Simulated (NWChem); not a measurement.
# doublet [BHO2]+: levels of theory compared

Aim: a comparison of 4 runs (UCAM-B3LYP/def2-TZVPP, U-wB97X/def2-TZVPP, UB2PLYP/def2-TZVPP, UM06-2X/def2-TZVPP) of doublet [BHO2]+. 

The results are computed with NWChem 7.3.0.

### Step 1. The system as given

[BHO2]+ has 4 atoms, charge +1, and is taken as a doublet. SMILES of the parent species: `O=BO`. The coordinates come from a PBE0-D4/def2-TZVP relaxation. That shape belongs to the parent species and isn't relaxed for this state.

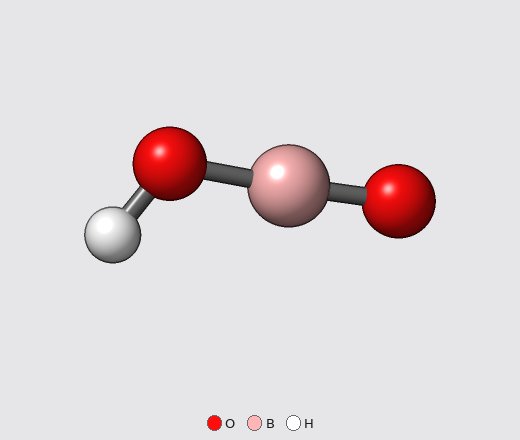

The structure, seen from a chosen angle (oxygen red, boron pink, hydrogen white).

### Step 2. The energy at UCAM-B3LYP/def2-TZVPP (run 1)

Contents of input.nw:

```
start input
title "BHO2"
memory total 2200 mb
charge 1
geometry noautosym nocenter noautoz
 O       -1.555100       0.523500       0.428500
 B       -0.423900       0.132000       0.248600
 O        0.816700      -0.302000       0.108600
 H        1.162300      -0.353500      -0.785700
end
basis spherical bse
 * library def2-TZVPP
end
dft
 xc xcamb88 1.00 lyp 0.81 vwn_5 0.19 hfexch 1.00
 cam 0.33 cam_alpha 0.19 cam_beta 0.46
 mult 2
 grid fine
 convergence energy 1e-08
 direct
 maxiter 100
 mulliken
 print low
end
task dft energy
```

Run with:

```console
$ nwchem input.nw > input.out
```

The log of the run:

```text
[...]
 d= 0,ls=0.0,diis     1   -175.3530144415 -2.29D+02  5.51D-03  4.90D-01     4.7
[...]
 d= 0,ls=0.0,diis    14   -175.5473415720 -1.14D-09  1.19D-07  1.65D-10    65.5
[...]
         Total DFT energy =     -175.547341572050
      One electron energy =     -340.192335904436
           Coulomb energy =      131.894526275236
    Exchange-Corr. energy =      -21.255112430001
 Nuclear repulsion energy =       54.005580487150
[...]
      Total Density - Mulliken Population Analysis
     ---------------------------------------------
    Atom       Charge   Shell Charges
 -----------   ------   -------------------------------------------------------
    1 O    8     7.76   0.79  1.18  0.65  0.88  0.34  1.84  1.60  0.47  0.00  0.01  0.00
    2 B    5     4.55   0.92  1.05  0.59  0.14  0.01  1.01  0.57  0.02  0.10  0.10  0.05
    3 O    8     7.98   0.79  1.18  0.60  0.86  0.28  1.92  1.76  0.57  0.00  0.01  0.00
    4 H    1     0.70   0.24  0.35  0.02  0.02  0.06  0.01
[...]
      <S2> =      0.7625 (Exact =     0.7500)
[...]
```

Run time: 66 s. Hardware: 1 thread of Intel Xeon 6975P-C (Granite Rapids), shared host; peak memory 0.11 GiB.

### Step 3. A single-point energy at U-wB97X/def2-TZVPP (run 2)

Contents of work.nw:

```
START work
TITLE "BHO2"
memory 2200 mb
charge 1
GEOMETRY units bohr noautosym nocenter noautoz
O  -2.93871310  0.98927163  0.80974764
B  -0.80105490  0.24944385  0.46978591
O   1.54333933 -0.57069729  0.20522426
H   2.19642867 -0.66801819 -1.48475782
END
BASIS "ao basis" spherical bse
* library def2-TZVPP
END
DFT
xc wb97x
mult 2
grid fine
convergence energy 1e-08
maxiter 100
mulliken
END
TASK dft energy
```

Run with:

```console
$ nwchem work.nw > work.out
```

The log of the run:

```text
[...]
          Wavefunction type:  spin polarized.
          No. of atoms     :     4
          No. of electrons :    21
[...]
          Charge           :     1
          Spin multiplicity:     2
[...]
          AO basis - number of functions:   107
[...]
              XC Information
              --------------
                       wb97x  Method XC Functional
                     Hartree-Fock (Exact) Exchange  1.000
                         wb97x Exchange Functional  1.000
                      wb97x Correlation Functional  1.000
[...]
 d= 0,ls=0.0,diis     1   -175.3679282897 -2.29D+02  4.97D-03  4.79D-01     4.8
[...]
 d= 0,ls=0.0,diis    14   -175.5618988730 -2.78D-09  1.97D-07  4.77D-10    68.3
[...]
         Total DFT energy =     -175.561898872976
      One electron energy =     -340.203114314528
           Coulomb energy =      131.921040514523
    Exchange-Corr. energy =      -21.285401585337
 Nuclear repulsion energy =       54.005576512366
[...]
      Total Density - Mulliken Population Analysis
     ---------------------------------------------
    Atom       Charge   Shell Charges
 -----------   ------   -------------------------------------------------------
    1 O    8     7.78   0.80  1.17  0.64  0.89  0.36  1.82  1.64  0.43  0.00  0.02  0.00
    2 B    5     4.50   0.92  1.05  0.59  0.11  0.01  0.99  0.57  0.01  0.11  0.10  0.05
    3 O    8     8.01   0.79  1.18  0.60  0.87  0.31  1.91  1.80  0.54  0.00  0.01  0.00
    4 H    1     0.72   0.24  0.36  0.02  0.02  0.07  0.01
[...]
      <S2> =      0.7613 (Exact =     0.7500)
[...]
```

Wall time 69 s (1 thread of Intel Xeon 6975P-C (Granite Rapids), shared host); peak memory 0.11 GiB.

### Step 4. A single-point energy at UB2PLYP/def2-TZVPP (run 3)

Contents of bho2.nw:

```
start bho2
title "BHO2 B2PLYP"
memory 2200 mb
charge 1

geometry units angstroms noautosym nocenter noautoz
   O     -1.555100     0.523500     0.428500
   B     -0.423900     0.132000     0.248600
   O      0.816700    -0.302000     0.108600
   H      1.162300    -0.353500    -0.785700
end

basis spherical bse
   O library def2-TZVPP
   B library def2-TZVPP
   H library def2-TZVPP
end

dft
   xc hfexch 0.53 becke88 0.47 lyp 0.73 mp2 0.27
   dftmp2 semidirect
   mult 2
   grid fine
   convergence energy 1e-08
   maxiter 100
   mulliken
   noprint "final vectors analysis"
end

mp2
   freeze core 3
end

task dft energy
```

Run with:

```console
$ nwchem bho2.nw > bho2.out
```

The log of the run:

```text
[...]
          Wavefunction type:  spin polarized.
          No. of atoms     :     4
          No. of electrons :    21
[...]
          Charge           :     1
          Spin multiplicity:     2
[...]
          AO basis - number of functions:   107
[...]
              XC Information
              --------------
                     Hartree-Fock (Exact) Exchange  0.530
                    Becke 1988 Exchange Functional  0.470
              Lee-Yang-Parr Correlation Functional  0.730
[...]
 d= 0,ls=0.0,diis     1   -175.1319656532 -2.29D+02  4.71D-03  4.66D-01     1.5
[...]
 d= 0,ls=0.0,diis    14   -175.3336604191 -3.47D-09  2.12D-07  6.98D-10    18.1
[...]
         Total DFT energy =     -175.333660419080
      One electron energy =     -340.166758293657
           Coulomb energy =      131.899442015317
    Exchange-Corr. energy =      -21.071924627890
 Nuclear repulsion energy =       54.005580487150
[...]
      Total Density - Mulliken Population Analysis
     ---------------------------------------------
    Atom       Charge   Shell Charges
 -----------   ------   -------------------------------------------------------
    1 O    8     7.82   0.79  1.18  0.64  0.92  0.34  1.81  1.67  0.45  0.00  0.02  0.00
    2 B    5     4.40   0.92  1.06  0.57  0.09  0.01  0.95  0.53  0.01  0.11  0.11  0.05
    3 O    8     8.08   0.79  1.18  0.59  0.89  0.28  1.89  1.86  0.58  0.00  0.01  0.00
    4 H    1     0.70   0.24  0.35  0.02  0.02  0.06  0.01
[...]
      <S2> =      0.7629 (Exact =     0.7500)
[...]
  Basis functions       =    107
[...]
```

It took 22 s on 1 thread of Intel Xeon 6975P-C (Granite Rapids), shared host; peak memory 0.28 GiB.

### Step 5. The energy at UM06-2X/def2-TZVPP (run 4)

Contents of run.py:

```python
from ase import Atoms
from ase.calculators.nwchem import NWChem

atoms = Atoms(['O', 'B', 'O', 'H'], positions=[
    [-1.555100, 0.523500, 0.428500],
    [-0.423900, 0.132000, 0.248600],
    [0.816700, -0.302000, 0.108600],
    [1.162300, -0.353500, -0.785700],
])

calc = NWChem(
    label='job',
    theory='dft',
    memory='2200 mb',
    basis='def2-TZVPP',
    basispar='spherical bse',
    charge=1,
    dft={'xc': 'm06-2x', 'mult': '2', 'grid': 'fine', 'convergence': 'energy 1e-08', 'iterations': '100', 'mulliken': None},
    task='energy',
)
atoms.calc = calc

print(f"energy = {atoms.get_potential_energy():.6f} eV")
```

Run with:

```console
$ export ASE_NWCHEM_COMMAND="nwchem PREFIX.nwi > PREFIX.nwo"
$ python run.py
```

The log of the run:

```text
energy = -4776.763930 eV
```

The calculator wrote job.nwi:

```
title "job"

permanent_dir job

scratch_dir job

start job

geometry units angstrom nocenter noautosym noautoz
  O  -1.5550999999999999e+00 5.2349999999999997e-01 4.2849999999999999e-01
  B  -4.2390000000000000e-01 1.3200000000000001e-01 2.4859999999999999e-01
  O  8.1669999999999998e-01 -3.0199999999999999e-01 1.0860000000000000e-01
  H  1.1623000000000001e+00 -3.5349999999999998e-01 -7.8569999999999995e-01
end

charge 1

memory 2200 mb

basis spherical bse noprint
   * library def2-TZVPP
end

dft
  xc m06-2x
  mult 2
  grid fine
  convergence energy 1e-08
  iterations 100
  mulliken
end

task dft energy
```

job.nwo:

```text
Northwest Computational Chemistry Package (NWChem) 7.3.0
             --------------------------------------------------------

           Job information
           ---------------

    nwchem branch   = 7.3.0
    use scalapack   = T
    input           = job.nwi
    prefix          = job.
    data base       = job/job.db
    status          = startup
    nproc           =        1

           Memory information
           ------------------

[... 5 lines left out ...]
    hardfail = no
[... 37 lines left out ...]
            Nuclear Dipole moment (a.u.)
[... 71 lines left out ...]
          Convergence on density requested:  1.00D-05
[... 25 lines left out ...]
          Convergence aids based upon iterative change in
[... 31 lines left out ...]
 2-e energy   =     105.581627
[... 52 lines left out ...]
           Coulomb energy =      131.820893225561
[... 762 lines left out ...]
                     DFT Final Beta Molecular Orbital Analysis
[... 860 lines left out ...]
     Multipole analysis of the density
     ---------------------------------

     L   x y z        total         alpha         beta         nuclear
     -   - - -        -----         -----         ----         -------
     0   0 0 0      1.000000    -11.000000    -10.000000     22.000000

     1   1 0 0     -0.146939      7.521347      5.303549    -12.971835
[... 8 lines of this table left out ...]
     2   0 0 2     -8.629729     -9.139728     -8.380466      8.890464

 Task  times  cpu:       21.6s     wall:       21.6s
 Total times  cpu:       21.6s     wall:       21.6s
```

Run time: 23 s. Hardware: 1 thread of Intel Xeon 6975P-C (Granite Rapids), shared host; peak memory 0.12 GiB.

### Step 6. Overview of the runs

```
run                  level  frozen core orbitals  energy (Eh)   ⟨S²⟩  wall time
  1  UCAM-B3LYP/def2-TZVPP                     –  -175.547342  0.762       66 s
  2     U-wB97X/def2-TZVPP                     –  -175.561899  0.761       69 s
  3     UB2PLYP/def2-TZVPP                     3  -175.494036  0.763       22 s
  4     UM06-2X/def2-TZVPP                     –  -175.542838  0.762       23 s
```

### Step 7. Outcome

| quantity | value |
| --- | --- |
| run 4: total energy | -175.54284 Eh |
| run 4: HOMO energy (highest over α and β) | -20.98 eV |
| run 4: LUMO energy (lowest over α and β) | -13.75 eV |
| run 4: ⟨S²⟩ | 0.762 |

Totals of different functionals can't be ranked against each other. All runs together took 3 min, the longest 69 s.
